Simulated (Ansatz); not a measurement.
**BaTiO3 (Pm-3m): spin-orbit coupling beyond the local functionals**

Wanted: gaps of BaTiO3 (Pm-3m) with and without spin-orbit coupling, with cost.

Calculated with Ansatz 0.2.0; density functionals with and without spin-orbit coupling, plane waves, PAW.

**Experimental background.**

- Gap 3.28 eV: optical gap from first-derivative diffuse reflectance spectrum; UV-vis diffuse reflectance; powder (commercial cubic reference powder, crystallite size 31.8 nm) (“Influence of Rapid Heat Treatment on the Photocatalytic Activity and Stability of Barium Titanates Against a Broad Range of Pollutants”, 2024, pmc:11596716).

- Gap 3.2 eV: optical gap from first-derivative diffuse reflectance spectrum; UV-vis diffuse reflectance; powder (“Influence of Rapid Heat Treatment on the Photocatalytic Activity and Stability of Barium Titanates Against a Broad Range of Pollutants”, 2024, pmc:11596716).

Most raw output is cut from this account.

In doubt: the elements are of a kind flagged for part-filled d or f shells, though by formal charges that shell is empty here, so the flag may not apply.

## 1. Set-up

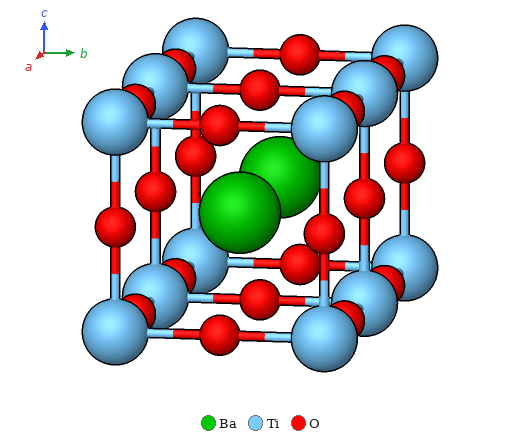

Start, viewed slightly off an axis; barium green, titanium blue, oxygen red. 2×1×1 cells are drawn. Some periodic images of atoms are drawn too.

The cell and positions come from the Crystallography Open Database and are kept as given unless a step says otherwise. Spin-orbit coupling is left out unless a step names it. The default PAW set here is soft_2. Its files were made with PBE.

## 2. HSE06, 4×4×4 mesh

This step: DFT, HSE06, plane waves, PAW.

The input, input.yaml:

```yaml
crystal:
  lattice:
    - [4.006, 0.0, 0.0]
    - [0.0, 4.006, 0.0]
    - [0.0, 0.0, 4.006]
  atoms:
    - { symbol: Ba, position: [0.5, 0.5, 0.5] }
    - { symbol: Ti, position: [0.0, 0.0, 0.0] }
    - { symbol: O, position: [0.5, 0.0, 0.0] }
    - { symbol: O, position: [0.0, 0.5, 0.0] }
    - { symbol: O, position: [0.0, 0.0, 0.5] }
kpoints:
  mp_grid: { grid: [4, 4, 4] }
  band_path:
    path: [[0.0, 0.0, 0.0], [0.0, 0.5, 0.0], [0.5, 0.5, 0.0], [0.5, 0.5, 0.5]]
    npoints: 1
hamiltonian:
  xc: hse06
scf:
  occupations: { method: fixed }
  n_extra_bands: 5
output:
  eigenvalues: true
```

The run is started by

```console
ansatz run input.yaml --threads 3 --pin off --max-ram 92160MiB --backend cuda --events-out ev --progress --plain --runs-dir out --devices 1 --max-vram 13GiB
```

Wall time 18 s (1 × NVIDIA H100 80GB HBM3 (shared by 6 runs) with 3 threads of AMD EPYC 7R13 (Zen 3), shared host); peak memory 1.1 GiB.

This step gave:

```
gap                     : 3.182 eV
valence top at          : R
conduction bottom at    : Γ
least direct gap        : 3.275 eV
exact-exchange fraction : 0.25
```

The gap is indirect, with the least direct gap 0.09 eV higher.

## 3. HSE06+SOC, 4×4×4 mesh

Spin-orbit coupling can split or shift the edges; a non-collinear run measures by how much.

This step: DFT, HSE06 with spin-orbit coupling, plane waves, PAW.

Edit input.yaml of step 2 so:

```diff
@@ -20,3 +20,6 @@
   occupations: { method: fixed }
-  n_extra_bands: 5
+  n_extra_bands: 10
+magnetization:
+  noncollinear: true
+  spin_orbit: true
 output:
```

Elapsed: 39 s, on 1 × NVIDIA H100 80GB HBM3 (shared by 6 runs) with 3 threads; peak memory 1.7 GiB.

This step gave:

```
gap                     : 3.163 eV
valence top at          : R
conduction bottom at    : Γ
least direct gap        : 3.207 eV
exact-exchange fraction : 0.25
```

The gap stands −0.02 eV against HSE06.

## 4. Together

Times are wall times on 1 × NVIDIA H100 80GB HBM3 (shared by 6 runs) with 3 threads of AMD EPYC 7R13 (Zen 3), shared host, good to a factor of about two.

| level | gap (eV) | with coupling (eV) | change (eV) | time | with coupling |
| --- | --- | --- | --- | --- | --- |
| HSE06 | 3.18 | 3.16 | −0.02 | 18 s | 39 s |

## 5. Outcome

```json
{
  "HSE06": "3.18 eV",
  "HSE06+SOC": "3.16 eV"
}
```

In words: Spin-orbit coupling changes the gap by −0.02 eV and the least direct gap by −0.07 eV. Against experiment, by HSE06+SOC: the gap of 3.16 eV lies −0.12 eV from the measured 3.28 eV (optical, 2024); the gap of 3.16 eV lies −0.04 eV from the measured 3.2 eV (optical, 2024). An exciton line or allowed optical edge lies below the quasiparticle gap by the binding energy; a forbidden edge can push the onset above it. The lattice is static and excitons are left out.

[Paths, hosts, dates, memory and timing lines, banners, echoed tables and standing remarks are left out of the program output.]

[Logs are printed without paths, hosts, clocks, repeated set-up lines and the standing remarks that a program may print on its own settings, such as how far it seeks lower states.]

[Runs of the session that timed out or met a known fault of the program may be left out.]

[Cells called generated may have been cut or substituted from an entry of the Crystallography Open Database or the Materials Project.]

[Hosts, paths, dates, database ids (printed as entryN), source tags and the programs' standing remarks are cut or masked in the printed files.]
